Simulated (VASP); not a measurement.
Band structure of CsPbBr3 (space group Pnma). Computed with PBE GGA, VASP's PBE PAW potentials (set 64) (plane waves; VASP).

Unless said otherwise, spin-orbit coupling is left out, though it shifts the bands of the heavy elements here.

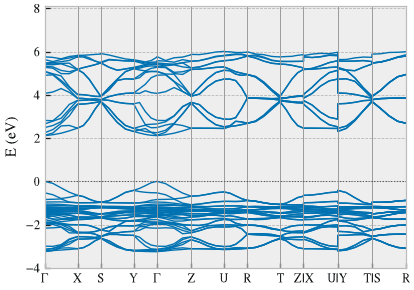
Fig. 1. Bands along high-symmetry lines, zero at the valence-band maximum or, without a gap, the Fermi level

**Question.** Read the plot: is there a gap, and where are the band edges?

**Answer.** The gap is direct, 2.11 eV, from the valence maximum at Γ to the conduction minimum at Γ.

The structure comes from a computed database's CsPbBr3 entry; how it stands against other phases isn't given here. The cell was not relaxed at this level. The k-mesh is coarse (spacing up to 0.52 per Å, 2π included), so the numbers may not be converged in it.
